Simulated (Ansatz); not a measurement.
A series of calculations on GeNH₅OCl₂

**1. Relaxation**

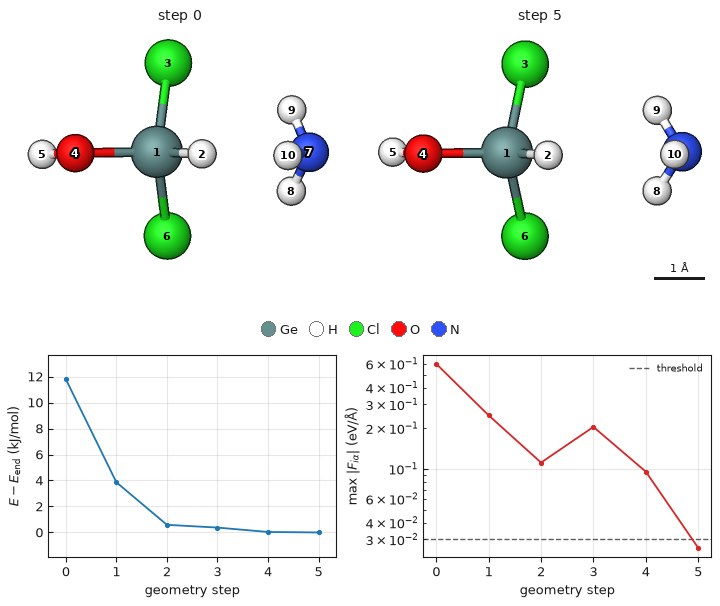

First and last geometry of a relaxation of GeNH5OCl2, with the history of the run. Style: ball-and-stick. Shown face on.

The run prepares an end point of a later path (reaction) calculation, from a guessed geometry.

All numbers below come from RKS PBE/def2-SVP (Ansatz 0.2.0). Settings: no spin polarisation; force threshold 0.03 eV/Å; at most 50 steps.

> Did the run converge, and what did it change?

It converged. After 5 geometry steps the energy has fallen by 11.8 kJ/mol. Largest force component: 0.6 eV/Å at the start, 0.026 eV/Å at the end. The atom that moves furthest after the best rigid fit is H10 (0.55 Å). By element the largest moves are H 0.55 Å, N 0.30 Å, O 0.25 Å, Ge 0.22 Å, Cl 0.13 Å. Some distances before and after: N7–H10 1.040 → 1.028 Å, Ge1–H2 1.544 → 1.535 Å.

**2. Relaxation**

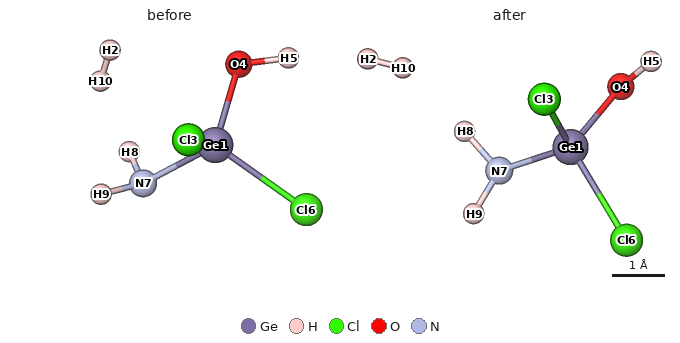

The structure of GeNH$_{5}$OCl$_{2}$ before (left) and after (right) a relaxation, at one scale.

A ball-and-stick model, seen face on.

The run prepares an end point of a later path (reaction) calculation, from a guessed geometry.

Level of theory: Ansatz 0.2.0, RKS PBE/def2-SVP. (no spin polarisation; force threshold 0.03 eV/Å; at most 50 steps)

Q: Summarise the run.

A: The largest move after the best rigid fit is that of H2, 1.62 Å. By element the largest moves are H 1.62 Å, O 1.02 Å, Cl 0.94 Å, N 0.50 Å, Ge 0.37 Å. Near-neighbour distances that change, for instance: Ge1–N7 1.876 → 1.817 Å, H2–H10 0.722 → 0.769 Å, Ge1–Cl3 2.170 → 2.192 Å, Ge1–Cl6 2.173 → 2.165 Å. Bond angles that change, for instance: Cl3–Ge1–O4 113.6° → 106.9°, O4–Ge1–Cl6 106.3° → 112.7°, Cl3–Ge1–N7 110.7° → 116.8°. Groups turn about Ge1–N7 by about 75°, Ge1–O4 by about 55°. The energy falls by 33.0 kJ/mol in 37 accepted moves (43 points after the start). Largest force component: 1.9 eV/Å at the start, 0.02 eV/Å at the end. The line search rejected the trial steps at points 5, 8, 14, 16, 22, 36 of the run. The forces were under the threshold at step 17, but the run went on from there. Cost: 56 s on 4 threads of Arm Neoverse V2, on a shared host, peak memory 0.19 GiB.

**3. Path**

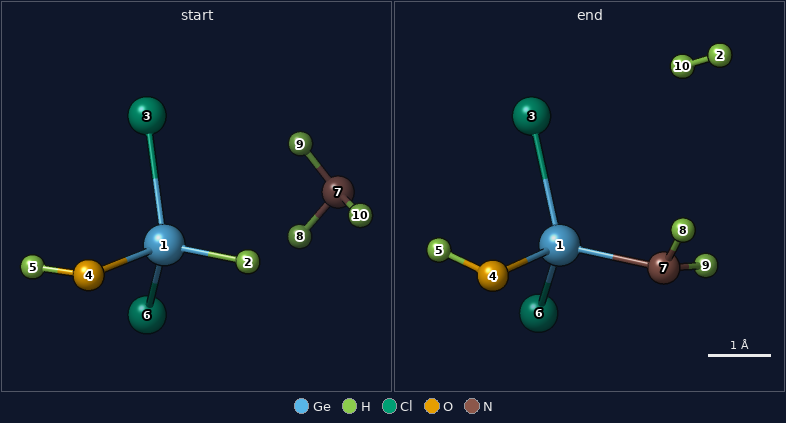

The two relaxed end points of a path for GeNH₅OCl₂, made up at the start of GeH2OCl2 and NH3. A ball-and-stick model, seen at a tilt.

Computed with RKS PBE/def2-SVP (Ansatz 0.2.0).

Settings: 5 movable images; climbing image; force threshold 0.03 eV/Å; iteration limit 60.

Start:
```xyz
10

Ge   -0.3184    0.2397   -0.0139
H    -0.2674    0.2946    1.5189
Cl    1.6502    0.4111   -0.9225
O    -1.3207    1.6178   -0.5175
H    -1.4173    1.6727   -1.4879
Cl   -1.2046   -1.6027   -0.7561
N     1.6365   -2.4120    1.4634
H     0.8253   -2.7204    0.9114
H     2.1582   -1.7685    0.8539
H     1.2579   -1.8364    2.2266
```

End:
```xyz
10

Ge   -0.0923   -0.5885   -0.6088
H     2.1044   -0.2413    3.1063
Cl    1.5312    0.8786   -0.4707
O    -1.6120    0.3060   -0.4120
H    -1.5485    1.1798   -0.8439
Cl    0.0848   -1.5196   -2.5549
N    -0.1039   -1.9146    0.6330
H    -0.0059   -1.5634    1.5933
H     0.6198   -2.6216    0.4595
H     2.0222   -0.0194    2.3742
```

What barrier does the band find between them, and by what path?

The highest point, image 2, lies 153.7 kJ/mol above the start and 142.7 kJ/mol above the end; the end is at +11.0 kJ/mol relative to the start. Breaking: Ge1–H2 (1.53 → 1.87 at the top → 4.33 Å), N7–H10 (1.03 → 1.34 at the top → 3.34 Å). Forming: Ge1–N7 (3.61 → 1.98 at the top → 1.82 Å), H2–H10 (2.71 → 1.05 at the top → 0.77 Å). The band converged in 31 iterations. The largest component of the band force went from 61 to 0.021 eV/Å. The climbing image converged on the top of the path. Its vibrational analysis gives one imaginary mode (1334i cm⁻¹), as a transition state must have.

Energies of the converged images:

```json
{"image": "0", "path (Å)": "0.00", "E (kJ/mol)": "0.0"}
{"image": "1", "path (Å)": "2.73", "E (kJ/mol)": "7.4"}
{"image": "2", "path (Å)": "5.45", "E (kJ/mol)": "153.7"}
{"image": "3", "path (Å)": "6.78", "E (kJ/mol)": "23.4"}
{"image": "4", "path (Å)": "8.10", "E (kJ/mol)": "16.5"}
{"image": "5", "path (Å)": "9.42", "E (kJ/mol)": "11.8"}
{"image": "6", "path (Å)": "10.74", "E (kJ/mol)": "11.0"}
```

The geometry at the top of the path:

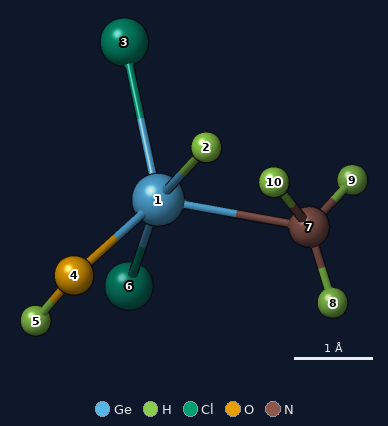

Limits of the set-up: the start holds two separate molecules, 2.7 Å apart at their closest, whose relative position is a soft coordinate and is computed without a dispersion correction.

Cost: 3 min on 4 threads of Arm Neoverse V2, with other jobs on the host, peak memory 0.19 GiB.
